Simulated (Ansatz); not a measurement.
# La2PI2 (P-3m1): O as an interstitial

What happens around O as an interstitial in La2PI2 (P-3m1)? The defect sits in a supercell of 20 host atoms, whose cell is held.

All numbers below are computed with Ansatz 0.2.0 (DFT PBEsol, scalar-relativistic, plane waves, PAW).

1 further run of the same task is left out (set aside as unsound or not needed). Runs told in other sessions of the task aren't counted.

## (1) The structure to begin with

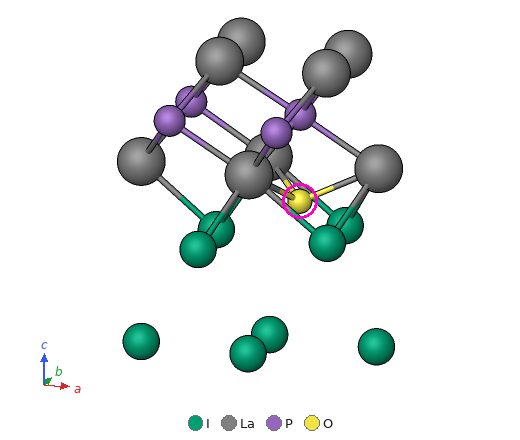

The starting structure, seen from a free direction (iodine teal, lanthanum grey, phosphorus purple, oxygen yellow). Each atom of the cell is drawn once, at one copy chosen for all pictures, so bonds across the cell's faces may be missing. Ringed: O21.

As a file:

```
CELL_PARAMETERS angstrom
4.27238 -7.39998 0.00000
-8.54476 0.00000 0.00000
0.00000 0.00000 -10.96729
ATOMIC_POSITIONS crystal
I 0.33333 0.16667 0.33844
I 0.83333 0.16667 0.33844
I 0.33333 0.66667 0.33844
I 0.83333 0.66667 0.33844
I 0.15368 0.33224 0.65440
I 0.66667 0.33333 0.66156
I 0.16912 0.84092 0.65875
I 0.65083 0.83485 0.66236
La 0.16667 0.33333 0.14614
La 0.66667 0.33333 0.14614
La 0.16667 0.83333 0.14614
La 0.66667 0.83333 0.14614
La 0.34143 0.17903 0.84741
La 0.82798 0.16469 0.84679
La 0.33333 0.66667 0.85386
La 0.83729 0.66897 0.85028
P 0.00000 0.50000 0.00000
P 0.50000 0.50000 0.00000
P 0.00968 0.00670 0.99750
P 0.50000 0.00000 0.00000
O 0.00598 0.01202 0.74904
```

The host was relaxed before at PBEsol: a = 4.272 Å, b = 4.272 Å, c = 10.967 Å, α = 90.00°, β = 90.00°, γ = 120.00° (conventional cell), 34.674 Å³/atom.

Places, in fractions of the supercell: O as an interstitial at (0.000, 0.000, 0.750). Its neighbours start displaced at random, with a spread of 0.05 Å in each coordinate.

## (2) The perfect crystal in the supercell of 20 atoms

File input.yaml:

```yaml
crystal:
  lattice:
    - [4.2723812416, -7.399981391, 0.0]
    - [-8.5447624929, 5.7e-09, 0.0]
    - [0.0, 0.0, -10.9672875348]
  atoms:
    - { symbol: I, position: [0.3333333333, 0.1666666667, 0.3384434483] }
    - { symbol: I, position: [0.8333333333, 0.1666666667, 0.3384434483] }
    - { symbol: I, position: [0.3333333333, 0.6666666667, 0.3384434483] }
    - { symbol: I, position: [0.8333333333, 0.6666666667, 0.3384434483] }
    - { symbol: I, position: [0.1666666667, 0.3333333333, 0.6615565517] }
    - { symbol: I, position: [0.6666666667, 0.3333333333, 0.6615565517] }
    - { symbol: I, position: [0.1666666667, 0.8333333333, 0.6615565517] }
    - { symbol: I, position: [0.6666666667, 0.8333333333, 0.6615565517] }
    - { symbol: La, position: [0.1666666667, 0.3333333333, 0.1461390176] }
    - { symbol: La, position: [0.6666666667, 0.3333333333, 0.1461390176] }
    - { symbol: La, position: [0.1666666667, 0.8333333333, 0.1461390176] }
    - { symbol: La, position: [0.6666666667, 0.8333333333, 0.1461390176] }
    - { symbol: La, position: [0.3333333333, 0.1666666667, 0.8538609824] }
    - { symbol: La, position: [0.8333333333, 0.1666666667, 0.8538609824] }
    - { symbol: La, position: [0.3333333333, 0.6666666667, 0.8538609824] }
    - { symbol: La, position: [0.8333333333, 0.6666666667, 0.8538609824] }
    - { symbol: P, position: [0.0, 0.5, 0.0] }
    - { symbol: P, position: [0.5, 0.5, 0.0] }
    - { symbol: P, position: [0.0, 1.0, 0.0] }
    - { symbol: P, position: [0.5, 1.0, 0.0] }
basis:
  ecutwfc: 420
  xc_grid: 2
kpoints:
  mp_grid: { grid: [3, 3, 2], shift: [0.0, 0.0, 0.5] }
hamiltonian:
  xc: pbesol
scf:
  occupations: { method: gaussian, width: 0.05 }
output:
  forces: true
  stress: true
  eigenvalues: true
  write_density: true
  write_potential: true
  elf: true
  volumetric_format: npy
```

The run is started by

```console
$ ansatz run input.yaml --threads 8 --pin off --max-ram 14336MiB --backend cpu --events-out ev --progress --plain --runs-dir out
```

Output, shortened:

```text
Warning: RAYON_NUM_THREADS=8 ignored (pool sized by the plan → 8); use --threads N
[...]
Pseudopotentials: kind: paw
Pseudopotential: I, paw, valence charge 17, recommended cutoff 420 eV (normal), I.paw.azcp
Pseudopotential: La, paw, valence charge 11, recommended cutoff 420 eV (normal), La.paw.azcp
Pseudopotential: P, paw, valence charge 5, recommended cutoff 420 eV (normal), P.paw.azcp
Functional definition: PBEsol
[...]
Crystal: 20 atoms, lattice volume = 693.473 Å³
Basis set: ecut = 420 eV, 13567 PW (Γ), exchange–correlation on 120×120×150 points (8 copies of the dense FFT grid, shifted against one another)
Bands: 147, of which v1, the nominal top of the filled ones, is band 122 counted from 1 (121 counted from 0)
Symmetry: 48 space group operations
Space group: P-3m1 (ITA 164), of the structure as read, at distance tolerance 8.9e-5 Å
k-points: 4 of 18
[...]
SCF iter   1: F=—  HF=-111740.628262 eV  |F-HF|=—  |Δ(HF+E_count)|=         —  Δρ=3.08e-3  dr2=1.20e-1  ethr=1.77e-3  ⟨swp⟩=9.2  Hψ=2779  notcnv=0  defer=2
[...]
SCF iter   8: F=-111740.588636 eV  HF=-111740.588636 eV  |F-HF|=6.82e-9  |Δ(HF+E_count)|=   9.55e-9  Δρ=9.49e-7  dr2=1.47e-8  ethr=4.10e-11  ⟨swp⟩=26.0  Hψ=5335  notcnv=0
[...]
SCF converged after 8 iterations
Free energy (F): -111740.588636 eV
[...]
E sigma→0 (E₀):  -111740.578154 eV
Entropy (-TS):   -0.020964 eV (-1.048 meV/atom)
Fermi energy:    8.588776 eV
[...]
--- Forces (eV/Å), atoms counted from 1 ---
  atom   1  I     -0.00000000     0.00000000    -0.01092963
  atom   2  I     -0.00000000     0.00000000    -0.01092963
  atom   3  I     -0.00000000     0.00000000    -0.01092963
  atom   4  I     -0.00000000     0.00000000    -0.01092963
  atom   5  I      0.00000000     0.00000000     0.01092963
  atom   6  I      0.00000000    -0.00000000     0.01092963
  atom   7  I      0.00000000    -0.00000000     0.01092963
  atom   8  I      0.00000000    -0.00000000     0.01092963
[...]
--- Stress (GPa, compression-positive) ---
        0.069007       0.000000       0.000000
        0.000000       0.069007       0.000000
        0.000000      -0.000000      -0.001909
  P = ⅓ Tr σ = 0.0454 GPa (0.454 kbar)
--- Band table (eV) ---
[...]
```

Wall time 10 s (8 threads of Arm Neoverse V1, shared host); peak memory 2.3 GiB.

Read off: volume 34.674 Å³/atom, pressure 0.05 GPa, a metal on this mesh.

## (3) Charge 0, atoms relaxed

File input.yaml:

```yaml
crystal:
  lattice:
    - [4.2723812416, -7.399981391, 0.0]
    - [-8.5447624929, 5.7e-09, 0.0]
    - [0.0, 0.0, -10.9672875348]
  atoms:
    - { symbol: I, position: [0.3333333333, 0.1666666667, 0.3384434483] }
    - { symbol: I, position: [0.8333333333, 0.1666666667, 0.3384434483] }
    - { symbol: I, position: [0.3333333333, 0.6666666667, 0.3384434483] }
    - { symbol: I, position: [0.8333333333, 0.6666666667, 0.3384434483] }
    - { symbol: I, position: [0.1536790799, 0.3322437264, 0.6544046014] }
    - { symbol: I, position: [0.6666666667, 0.3333333333, 0.6615565517] }
    - { symbol: I, position: [0.1691154681, 0.84092001, 0.6587521435] }
    - { symbol: I, position: [0.6508335626, 0.8348521632, 0.6623571802] }
    - { symbol: La, position: [0.1666666667, 0.3333333333, 0.1461390176] }
    - { symbol: La, position: [0.6666666667, 0.3333333333, 0.1461390176] }
    - { symbol: La, position: [0.1666666667, 0.8333333333, 0.1461390176] }
    - { symbol: La, position: [0.6666666667, 0.8333333333, 0.1461390176] }
    - { symbol: La, position: [0.3414332038, 0.1790293322, 0.8474134318] }
    - { symbol: La, position: [0.8279830232, 0.1646943004, 0.8467877528] }
    - { symbol: La, position: [0.3333333333, 0.6666666667, 0.8538609824] }
    - { symbol: La, position: [0.8372944301, 0.6689701715, 0.8502764907] }
    - { symbol: P, position: [0.0, 0.5, 0.0] }
    - { symbol: P, position: [0.5, 0.5, 0.0] }
    - { symbol: P, position: [0.0096821043, 1.006700653, -0.0025049705] }
    - { symbol: P, position: [0.5, 1.0, 0.0] }
    - { symbol: O, position: [0.0059772881, 0.0120192346, 0.7490405093] }
basis:
  ecutwfc: 420
  xc_grid: 2
kpoints:
  mp_grid: { grid: [3, 3, 2], shift: [0.0, 0.0, 0.5] }
hamiltonian:
  xc: pbesol
scf:
  occupations: { method: gaussian, width: 0.05 }
output:
  forces: true
  stress: false
  eigenvalues: true
  write_density: true
  write_potential: true
  elf: true
  volumetric_format: npy
relax:
  adjacent_minimum: "off"
  f_tol: 0.03
  max_steps: 40
```

The run is started by

```console
$ ansatz run input.yaml --threads 8 --pin off --max-ram 14336MiB --backend cpu --events-out ev --progress --plain --runs-dir out
```

Output, shortened:

```text
Warning: RAYON_NUM_THREADS=8 ignored (pool sized by the plan → 8); use --threads N
[...]
[... 4 set-up lines as earlier in the session ...]
Pseudopotential: O, paw, valence charge 6, recommended cutoff 420 eV (normal), O.paw.azcp
[... 1 set-up line as earlier in the session ...]
[...]
Crystal: 21 atoms, lattice volume = 693.473 Å³
Basis set: ecut = 420 eV, 13567 PW (Γ), exchange–correlation on 120×120×150 points (8 copies of the dense FFT grid, shifted against one another)
Bands: 150, of which v1, the nominal top of the filled ones, is band 125 counted from 1 (124 counted from 0)
Symmetry: 1 space group operations
Space group: P1 (ITA 1), of the structure as read, at distance tolerance 8.9e-5 Å
k-points: 9 of 18 (time reversal used)
[...]
SCF iter   1: F=—  HF=-112299.033742 eV  |F-HF|=—  |Δ(HF+E_count)|=         —  Δρ=6.74e-3  dr2=3.50e-1  ethr=1.77e-3  ⟨swp⟩=8.2  Hψ=6149  notcnv=0  defer=5
[...]
relax step   1: F+E_penalty+E_count = -112298.98079288 eV  Δ(F+E_penalty+E_count) = +0.000e0 eV  max|allowed force component| = 2.866e0 eV/Å  Δτ_max = 0.0000 Å  (7 SCF iters, dr2 threshold 2.25e-5 eV, accepted)
[...]
relax step   5: F+E_penalty+E_count = -112302.09304230 eV  Δ(F+E_penalty+E_count) = -1.501e-2 eV  max|allowed force component| = 4.095e-2 eV/Å  Δτ_max = 0.0367 Å  (6 SCF iters, dr2 threshold 2.04e-6 eV, accepted)
[...]
relax step   6: F+E_penalty+E_count = -112302.09330569 eV  Δ(F+E_penalty+E_count) = -2.634e-4 eV  max|allowed force component| = 7.617e-3 eV/Å  Δτ_max = 0.0070 Å  (6 SCF iters, accepted)
SCF converged after 6 iterations
Free energy (F): -112302.093306 eV
[...]
E sigma→0 (E₀):  -112302.088275 eV
Entropy (-TS):   -0.010062 eV (-0.479 meV/atom)
Fermi energy:    8.697497 eV
[...]
```

(Part 1 of 2 ends here.)
